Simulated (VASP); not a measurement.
**Li3ClO: convergence with the plane-wave cutoff and k-mesh**

How sensitive are energy and pressure of Li3ClO to the plane-wave cutoff and k-mesh? The series runs use LDA. The plane-wave cutoff tried: ENCUT = 300; ENCUT = 370; ENCUT = 450; ENCUT = 500; ENCUT = 570; ENCUT = 650; ENCUT = 800; ENCUT = 1000. The k-mesh tried: 2 2 2; 3 3 3; 4 4 4; 5 5 5; 7 7 7; 9 9 9; 11 11 11. The start is a computed cell from the Materials Project.

Method: LDA; plane waves and PAW (Li_sv, Cl, O), in VASP 6.6.1.

**1. Set-up**

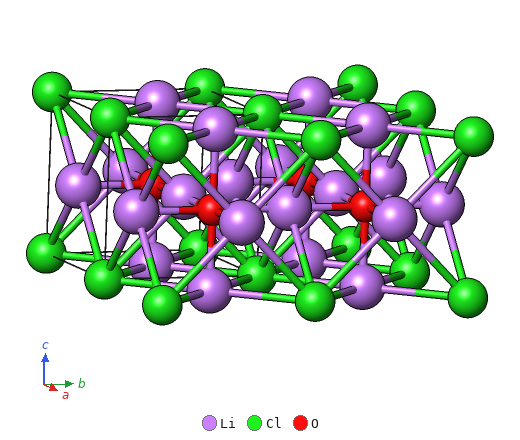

Start, viewed slightly off an axis; lithium purple, chlorine green, oxygen red. 2×2×1 cells are drawn. Some periodic images of atoms are drawn too.

**2. Plane-wave cutoff: ENCUT = 300**

The basis grows with ENCUT, and energy and stress both move with it. LDA, the lowest rung, knows the local density alone.

INCAR reads:

```
SYSTEM = Li3ClO
PREC = Accurate
ENCUT = 300
EDIFF = 1E-06
NELM = 100
ISMEAR = -1
SIGMA = 0.05
LREAL = .FALSE.
ALGO = Normal
GGA = CA
NBANDS = 17
LORBIT = 11
LWAVE = .FALSE.
LCHARG = .FALSE.
KPAR = 4
ISIF = 2
```

POSCAR reads:

```
Li3ClO
1.0
    3.9083370000      0.0000000000      0.0000000000
    0.0000000000      3.9083370000      0.0000000000
    0.0000000000      0.0000000000      3.9083370000
Li Cl O
3 1 1
Direct
    0.0000000000      0.5000000000      0.5000000000
    0.5000000000      0.0000000000      0.5000000000
    0.5000000000      0.5000000000      0.0000000000
    0.0000000000      0.0000000000      0.0000000000
    0.5000000000      0.5000000000      0.5000000000
```

KPOINTS reads:

```
Automatic mesh
0
Gamma
6 6 6
0 0 0
```

The projector-augmented-wave data sets are Li_sv, Cl and O (PBE family, release 64).

Run with:

```console
> mpirun -np 4 vasp_std
```

Log:

```text
[banner, memory and clock lines left out]
running    4 mpi-ranks, on    1 nodes
 distrk:  each k-point on    1 cores,    4 groups
 distr:  one band on    1 cores,    1 groups

 POSCAR found type information on POSCAR LiClO
 POSCAR found :  3 types and       5 ions
|                                                                             |
|               ----> ADVICE to this user running VASP <----                  |
|                                                                             |
|     You enforced a specific xc type in the INCAR file but a different       |
|     [... a line on the potential file left out ...]
|     I HOPE YOU KNOW WHAT YOU ARE DOING!                                     |
|                                                                             |

 LDA part: xc-table for (Slater(with rela. corr.)+CA(PZ))
 , standard interpolation
 POSCAR, INCAR and KPOINTS ok, starting setup
 FFT: planning ... GRIDC
 FFT: planning ... GRID_SOFT
 FFT: planning ... GRID
 WAVECAR not read
 entering main loop
       N       E                     dE             d eps       ncg     rms          rms(c)
DAV:   1     0.919828871593E+02    0.91983E+02   -0.77928E+03   688   0.947E+02
DAV:   2    -0.172245904766E+02   -0.10921E+03   -0.10522E+03   858   0.241E+02
DAV:   3    -0.287017951549E+02   -0.11477E+02   -0.11451E+02  1222   0.606E+01
DAV:   4    -0.288459835872E+02   -0.14419E+00   -0.14415E+00   861   0.841E+00
DAV:   5    -0.288494705584E+02   -0.34870E-02   -0.34869E-02  1054   0.111E+00    0.912E+00
DAV:   6    -0.254495171189E+02    0.34000E+01   -0.91267E+00   777   0.186E+01    0.416E+00
DAV:   7    -0.252698713492E+02    0.17965E+00   -0.89965E-01   876   0.511E+00    0.304E+00
DAV:   8    -0.251457067984E+02    0.12416E+00   -0.36208E-01   695   0.382E+00    0.745E-01
DAV:   9    -0.251290530009E+02    0.16654E-01   -0.12475E-01   896   0.176E+00    0.216E-01
DAV:  10    -0.251297926597E+02   -0.73966E-03   -0.12929E-02   827   0.659E-01    0.869E-02
DAV:  11    -0.251294502923E+02    0.34237E-03   -0.15373E-03   866   0.230E-01    0.185E-02
DAV:  12    -0.251294654216E+02   -0.15129E-04   -0.32037E-04   817   0.973E-02    0.214E-02
DAV:  13    -0.251294531536E+02    0.12268E-04   -0.10711E-04   772   0.541E-02    0.717E-03
DAV:  14    -0.251294534935E+02   -0.33997E-06   -0.34471E-06   627   0.116E-02
   1 F= -.25129453E+02 E0= -.25129453E+02  d E =-.703932E-10
```

Run time: 1.6 s. Hardware: 4 MPI ranks of Intel Xeon 6975P-C (Granite Rapids), shared host; peak memory 0.45 GiB.

The logs omit lines about the potential files and the build; timing stands in the text.

From OUTCAR (step 2):

```text
ion  position               nearest neighbor table
   1  0.000  0.500  0.500-   5 1.95   5 1.95
   2  0.500  0.000  0.500-   5 1.95   5 1.95
   3  0.500  0.500  0.000-   5 1.95   5 1.95
   4  0.000  0.000  0.000-
   5  0.500  0.500  0.500-   1 1.95   2 1.95   3 1.95   3 1.95   2 1.95   1 1.95

  LATTYP: Found a simple cubic cell.
 ALAT       =     3.9083370000

 Subroutine GETGRP returns: Found 48 space group operations
 (whereof 48 operations were pure point group operations)

The static configuration has the point symmetry O_h .

 Found     20 irreducible k-points:

   k-points           NKPTS =     20   k-points in BZ     NKDIM =     20   number of bands    NBANDS=     17

   dimension x,y,z NGX =    24 NGY =   24 NGZ =   24
   dimension x,y,z NGXF=    48 NGYF=   48 NGZF=   48

   ENCUT  =  300.0 eV  22.05 Ry    4.70 a.u.   5.52  5.52  5.52*2*pi/ulx,y,z

   NELECT =      22.0000    total number of electrons

 k-points in reciprocal lattice and weights: Automatic mesh
   0.00000000  0.00000000  0.00000000       0.005
   0.16666667  0.00000000  0.00000000       0.028
   0.33333333  0.00000000  0.00000000       0.028
   0.50000000  0.00000000  0.00000000       0.014
   0.16666667  0.16666667  0.00000000       0.056
   0.33333333  0.16666667  0.00000000       0.111
   0.50000000  0.16666667  0.00000000       0.056
   0.33333333  0.33333333  0.00000000       0.056
   0.50000000  0.33333333  0.00000000       0.056
[...]
0.50000000  0.50000000  0.33333333       0.028
   0.50000000  0.50000000  0.50000000       0.005

 average (electrostatic) potential at core
       1 -60.5328       2 -60.5328       3 -60.5328       4 -93.2795       5 -70.5773

 E-fermi :   2.8613

 k-point     1 :       0.0000    0.0000    0.0000
  band No.  band energies     occupation
    ...
      7      -1.4944      2.00000
      8      -1.4944      2.00000
      9       1.0168      2.00000
     10       1.0168      2.00000
     11       1.0168      2.00000
     12       6.8757      0.00000
     13       8.6794      0.00000
     14       8.6794      0.00000
     15      12.8847      0.00000
     16      12.8847      0.00000
    ...

 k-point     2 :       0.1667    0.0000    0.0000
  band No.  band energies     occupation
    ...
      7      -1.3727      2.00000
      8      -1.3727      2.00000
      9       0.9224      2.00000
     10       0.9224      2.00000
     11       0.9576      2.00000
     12       7.2014      0.00000
     13       8.4215      0.00000
     14       9.3488      0.00000
     15      11.6948      0.00000
     16      11.6948      0.00000
    ...

 k-point     3 :       0.3333    0.0000    0.0000
  band No.  band energies     occupation
    ...
      7      -1.0740      2.00000
      8      -1.0740      2.00000
      9       0.6553      2.00000
     10       0.6553      2.00000
     11       0.8515      2.00000
     12       7.7285      0.00000
     13       7.9655      0.00000
     14      10.5985      0.00000
     15      10.5985      0.00000
     16      10.8268      0.00000
    ...

  Total       -8.9579321     -8.9579321     -8.9579321      0.0000000      0.0000000      0.0000000
  in kB     -240.4043570   -240.4043570   -240.4043570      0.0000000      0.0000000      0.0000000
  external PRESSURE =    -240.4043570 kB  Pullay stress =       0.0000000 kB

  energy-cutoff  :      300.00
  volume of cell :       59.70
      direct lattice vectors                 reciprocal lattice vectors
     3.908337000  0.000000000  0.000000000     0.255863299  0.000000000  0.000000000
     0.000000000  3.908337000  0.000000000     0.000000000  0.255863299  0.000000000
     0.000000000  0.000000000  3.908337000     0.000000000  0.000000000  0.255863299

 POSITION                                       TOTAL-FORCE (eV/Angst)
 -----------------------------------------------------------------------------------
      0.00000      1.95417      1.95417         0.000000      0.000000      0.000000
      1.95417      0.00000      1.95417         0.000000      0.000000      0.000000
      1.95417      1.95417      0.00000         0.000000      0.000000      0.000000
      0.00000      0.00000      0.00000         0.000000      0.000000      0.000000
      1.95417      1.95417      1.95417         0.000000      0.000000      0.000000
 -----------------------------------------------------------------------------------
    total drift:                                0.000000     -0.000000     -0.000000

  FREE ENERGIE OF THE ION-ELECTRON SYSTEM (eV)
  ---------------------------------------------------
  free  energy   TOTEN  =       -25.1294534935 eV

  energy  without entropy=      -25.1294534935  energy(sigma->0) =      -25.12945349

 total charge
# of ion       s       p       d       tot
------------------------------------------
    1        2.006   0.060   0.000   2.066
    2        2.006   0.060   0.000   2.066
    3        2.006   0.060   0.000   2.066
    4        1.575   3.526   0.000   5.101
    5        1.631   3.571   0.000   5.202
--------------------------------------------------
tot          9.225   7.277   0.000  16.502

[... 3 further parts left out ...]
```

The gap is read on the k-mesh alone, so it is an upper bound where the band edges lie off the mesh. The PAW data sets were made with PBE, though LDA sets exist; this is a small mismatch.

This step gave:

```
SCF cycles                     : 14
electrons                      : 22
bands                          : 17
irreducible k-points           : 20
symmetry operations            : 48
free energy (TOTEN)            : -25.13 eV
Fermi energy                   : 2.861 eV
pressure                       : -24.04 GPa
metallic                       : no
valence top at k               : 0.5, 0.5, 0
conduction bottom at k         : 0.5, 0.5, 0
least direct gap at k          : 0.5, 0.5, 0
gap on the k-mesh              : 4.198 eV
least direct gap on the k-mesh : 4.198 eV
```

The series starts at -5.0259 eV an atom and -24.04 GPa, after 14 cycles in 1.6 s.

**3. Plane-wave cutoff: ENCUT = 370**

Changes to INCAR since step 2:

```diff
@@ -2,3 +2,3 @@
 PREC = Accurate
-ENCUT = 300
+ENCUT = 370
 EDIFF = 1E-06
```

POSCAR is that of step 2.

KPOINTS is that of step 2.

Run with:

```console
> mpirun -np 4 vasp_std
```

Log:

```text
[banner, memory and clock lines left out]
running    4 mpi-ranks, on    1 nodes
[...]
[... a notice as in an earlier step ...]

 LDA part: xc-table for (Slater(with rela. corr.)+CA(PZ))
 , standard interpolation
 POSCAR, INCAR and KPOINTS ok, starting setup
[...]
entering main loop
       N       E                     dE             d eps       ncg     rms          rms(c)
DAV:   1     0.107495973521E+03    0.10750E+03   -0.89650E+03   680   0.108E+03
DAV:   2    -0.147941081951E+02   -0.12229E+03   -0.11887E+03   861   0.270E+02
DAV:   3    -0.274310505294E+02   -0.12637E+02   -0.12593E+02  1270   0.644E+01
DAV:   4    -0.276423879434E+02   -0.21134E+00   -0.21115E+00   891   0.108E+01
[...]
DAV:  12    -0.238871157087E+02   -0.14811E-04   -0.22460E-04   833   0.863E-02    0.153E-02
DAV:  13    -0.238871101163E+02    0.55923E-05   -0.46937E-05   818   0.377E-02    0.642E-03
DAV:  14    -0.238871102073E+02   -0.91003E-07   -0.15060E-06   501   0.816E-03
   1 F= -.23887110E+02 E0= -.23887110E+02  d E =-.412613E-11
```

The job ended after 2.4 s (4 MPI ranks; peak memory 0.51 GiB; 7 s of CPU time).

From OUTCAR (step 3):

```text
  Total       -4.7029504     -4.7029504     -4.7029504      0.0000000      0.0000000     -0.0000000
  in kB     -126.2132545   -126.2132545   -126.2132545      0.0000000      0.0000000     -0.0000000
  external PRESSURE =    -126.2132545 kB  Pullay stress =       0.0000000 kB

 POSITION                                       TOTAL-FORCE (eV/Angst)
 -----------------------------------------------------------------------------------
      0.00000      1.95417      1.95417         0.000000      0.000000      0.000000
      1.95417      0.00000      1.95417         0.000000      0.000000      0.000000
      1.95417      1.95417      0.00000         0.000000      0.000000      0.000000
      0.00000      0.00000      0.00000         0.000000      0.000000      0.000000
      1.95417      1.95417      1.95417         0.000000      0.000000      0.000000
 -----------------------------------------------------------------------------------
    total drift:                                0.000000      0.000000      0.000000

  FREE ENERGIE OF THE ION-ELECTRON SYSTEM (eV)
  ---------------------------------------------------
  free  energy   TOTEN  =       -23.8871102073 eV

  energy  without entropy=      -23.8871102073  energy(sigma->0) =      -23.88711021

[... 1 part as in an earlier step ...]

[... 2 further parts left out ...]
[key lines of the parts left out:]
E-fermi :   2.6882
```

Against the run before the energy moves by +248.47 meV an atom and the pressure by +11.42 GPa, after 14 cycles in 2.4 s.

**4. Plane-wave cutoff: ENCUT = 450**

Changes to INCAR since step 3:

```diff
@@ -2,3 +2,3 @@
 PREC = Accurate
-ENCUT = 370
+ENCUT = 450
 EDIFF = 1E-06
```

POSCAR is that of step 3.

KPOINTS is that of step 3.

Run with:

```console
> mpirun -np 4 vasp_std
```

Log:

```text
[... set-up lines as in an earlier step ...]
 entering main loop
       N       E                     dE             d eps       ncg     rms          rms(c)
DAV:   1     0.115364947600E+03    0.11536E+03   -0.96207E+03   680   0.122E+03
DAV:   2    -0.138699302863E+02   -0.12923E+03   -0.12662E+03   841   0.283E+02
DAV:   3    -0.271541708058E+02   -0.13284E+02   -0.13228E+02  1297   0.690E+01
DAV:   4    -0.274389330699E+02   -0.28476E+00   -0.28434E+00   917   0.130E+01
[...]
DAV:  12    -0.237044287552E+02   -0.12982E-04   -0.13773E-04   887   0.719E-02    0.105E-02
DAV:  13    -0.237044262844E+02    0.24708E-05   -0.16504E-05   866   0.233E-02    0.572E-03
DAV:  14    -0.237044262095E+02    0.74946E-07   -0.97142E-07   423   0.639E-03
   1 F= -.23704426E+02 E0= -.23704426E+02  d E =-.369401E-10
```

Run time: 2.4 s. Hardware: 4 MPI ranks; peak memory 0.53 GiB; 7.5 s of CPU time.

Parts of OUTCAR (step 4):

```text
  Total       -2.4231350     -2.4231350     -2.4231350      0.0000000      0.0000000     -0.0000000
  in kB      -65.0297640    -65.0297640    -65.0297640      0.0000000      0.0000000     -0.0000000
  external PRESSURE =     -65.0297640 kB  Pullay stress =       0.0000000 kB

  FREE ENERGIE OF THE ION-ELECTRON SYSTEM (eV)
  ---------------------------------------------------
  free  energy   TOTEN  =       -23.7044262095 eV

  energy  without entropy=      -23.7044262094  energy(sigma->0) =      -23.70442621

[... 2 parts as in an earlier step ...]

[... 2 further parts left out ...]
[key lines of the parts left out:]
E-fermi :   2.4844
```

Against the run before the energy moves by +36.54 meV an atom and the pressure by +6.12 GPa, after 14 cycles in 2.4 s.

**5. Plane-wave cutoff: ENCUT = 500**

Changes to INCAR since step 4:

```diff
@@ -2,3 +2,3 @@
 PREC = Accurate
-ENCUT = 450
+ENCUT = 500
 EDIFF = 1E-06
```

POSCAR is that of step 4.

KPOINTS is that of step 4.

Run with:

```console
> mpirun -np 4 vasp_std
```

Log:

```text
[... set-up lines as in an earlier step ...]
 entering main loop
       N       E                     dE             d eps       ncg     rms          rms(c)
DAV:   1     0.120543601663E+03    0.12054E+03   -0.10384E+04   680   0.131E+03
DAV:   2    -0.140619423255E+02   -0.13461E+03   -0.13156E+03   859   0.307E+02
DAV:   3    -0.271590251052E+02   -0.13097E+02   -0.13043E+02  1339   0.697E+01
DAV:   4    -0.274195877122E+02   -0.26056E+00   -0.26033E+00   900   0.129E+01
[...]
DAV:  12    -0.236880715622E+02   -0.12590E-04   -0.14174E-04   879   0.745E-02    0.110E-02
DAV:  13    -0.236880691276E+02    0.24346E-05   -0.17152E-05   845   0.243E-02    0.647E-03
DAV:  14    -0.236880690448E+02    0.82869E-07   -0.12069E-06   436   0.692E-03
   1 F= -.23688069E+02 E0= -.23688069E+02  d E =-.331624E-10
```

It took 3 s on 4 MPI ranks; peak memory 0.57 GiB; 9.4 s of CPU time.

Parts of OUTCAR (step 5):

```text
  Total       -2.0485869     -2.0485869     -2.0485869      0.0000000      0.0000000     -0.0000000
  in kB      -54.9780018    -54.9780018    -54.9780018      0.0000000      0.0000000     -0.0000000
  external PRESSURE =     -54.9780018 kB  Pullay stress =       0.0000000 kB

  FREE ENERGIE OF THE ION-ELECTRON SYSTEM (eV)
  ---------------------------------------------------
  free  energy   TOTEN  =       -23.6880690448 eV

  energy  without entropy=      -23.6880690447  energy(sigma->0) =      -23.68806904

[... 2 parts as in an earlier step ...]

[... 2 further parts left out ...]
[key lines of the parts left out:]
E-fermi :   2.4793
```

Against the run before the energy moves by +3.27 meV an atom and the pressure by +1.01 GPa, after 14 cycles in 3 s.

**6. Plane-wave cutoff: ENCUT = 570**

Changes to INCAR since step 5:

```diff
@@ -2,3 +2,3 @@
 PREC = Accurate
-ENCUT = 500
+ENCUT = 570
 EDIFF = 1E-06
```

POSCAR is that of step 5.

KPOINTS is that of step 5.

Run with:

```console
> mpirun -np 4 vasp_std
```

Log:

```text
[... set-up lines as in an earlier step ...]
 entering main loop
       N       E                     dE             d eps       ncg     rms          rms(c)
DAV:   1     0.124819885842E+03    0.12482E+03   -0.11082E+04   680   0.141E+03
DAV:   2    -0.133050241146E+02   -0.13812E+03   -0.13223E+03   865   0.313E+02
DAV:   3    -0.271241631317E+02   -0.13819E+02   -0.13764E+02  1326   0.733E+01
DAV:   4    -0.274166978615E+02   -0.29253E+00   -0.29206E+00   909   0.139E+01
[...]
DAV:  12    -0.236885135463E+02   -0.12520E-04   -0.14431E-04   887   0.756E-02    0.111E-02
DAV:  13    -0.236885110950E+02    0.24512E-05   -0.17682E-05   860   0.246E-02    0.653E-03
DAV:  14    -0.236885110235E+02    0.71570E-07   -0.11058E-06   415   0.680E-03
   1 F= -.23688511E+02 E0= -.23688511E+02  d E =-.326701E-10
```

Wall time 3.2 s (4 MPI ranks); peak memory 0.59 GiB; 10 s of CPU time.

OUTCAR, selected parts (step 6):

```text
  Total       -1.9858987     -1.9858987     -1.9858987      0.0000000      0.0000000     -0.0000000
  in kB      -53.2956385    -53.2956385    -53.2956385      0.0000000      0.0000000     -0.0000000
  external PRESSURE =     -53.2956385 kB  Pullay stress =       0.0000000 kB

  FREE ENERGIE OF THE ION-ELECTRON SYSTEM (eV)
  ---------------------------------------------------
  free  energy   TOTEN  =       -23.6885110235 eV

  energy  without entropy=      -23.6885110234  energy(sigma->0) =      -23.68851102

[... 2 parts as in an earlier step ...]

[... 2 further parts left out ...]
[key lines of the parts left out:]
E-fermi :   2.4783
```

Against the run before the energy moves by -0.09 meV an atom and the pressure by +0.17 GPa, after 14 cycles in 3.2 s.

**7. Plane-wave cutoff: ENCUT = 650**

Changes to INCAR since step 6:

```diff
@@ -2,3 +2,3 @@
 PREC = Accurate
-ENCUT = 570
+ENCUT = 650
 EDIFF = 1E-06
```

POSCAR is that of step 6.

KPOINTS is that of step 6.

Run with:

```console
> mpirun -np 4 vasp_std
```

Log:

```text
[... set-up lines as in an earlier step ...]
 entering main loop
       N       E                     dE             d eps       ncg     rms          rms(c)
DAV:   1     0.139743544104E+03    0.13974E+03   -0.11862E+04   680   0.156E+03
DAV:   2    -0.125637346620E+02   -0.15231E+03   -0.14687E+03   856   0.341E+02
DAV:   3    -0.264491424566E+02   -0.13885E+02   -0.13813E+02  1286   0.769E+01
DAV:   4    -0.274094425659E+02   -0.96030E+00   -0.95920E+00   962   0.177E+01
[...]
DAV:  12    -0.236876173968E+02   -0.12603E-04   -0.13921E-04   861   0.754E-02    0.111E-02
DAV:  13    -0.236876150611E+02    0.23358E-05   -0.15413E-05   876   0.231E-02    0.643E-03
DAV:  14    -0.236876149291E+02    0.13200E-06   -0.12233E-06   417   0.702E-03
   1 F= -.23687615E+02 E0= -.23687615E+02  d E =-.311372E-10
```

Run time: 3 s. Hardware: 4 MPI ranks; peak memory 0.6 GiB.

From OUTCAR (step 7):

```text
  Total       -2.0331311     -2.0331311     -2.0331311      0.0000000      0.0000000     -0.0000000
  in kB      -54.5632140    -54.5632140    -54.5632140      0.0000000      0.0000000     -0.0000000
  external PRESSURE =     -54.5632140 kB  Pullay stress =       0.0000000 kB

  FREE ENERGIE OF THE ION-ELECTRON SYSTEM (eV)
  ---------------------------------------------------
  free  energy   TOTEN  =       -23.6876149291 eV

  energy  without entropy=      -23.6876149290  energy(sigma->0) =      -23.68761493

[... 2 parts as in an earlier step ...]

[... 2 further parts left out ...]
[key lines of the parts left out:]
E-fermi :   2.4780
```

Against the run before the energy moves by +0.18 meV an atom and the pressure by -0.13 GPa, after 14 cycles in 3 s.

(Continued in part 2 of 3.)

[Lines on the potential files, build, host, timing and source positions are cut from VASP's logs without a mark.]

[Logs are printed without paths, hosts, clocks, repeated set-up lines and the standing remarks that a program may print on its own settings, such as how far it seeks lower states.]

[Hosts, paths, dates, database ids (printed as entryN), source tags and the programs' standing remarks are cut or masked in the printed files.]

[A measured line is paired with the nearest computed mode of its activity, which favours agreement.]
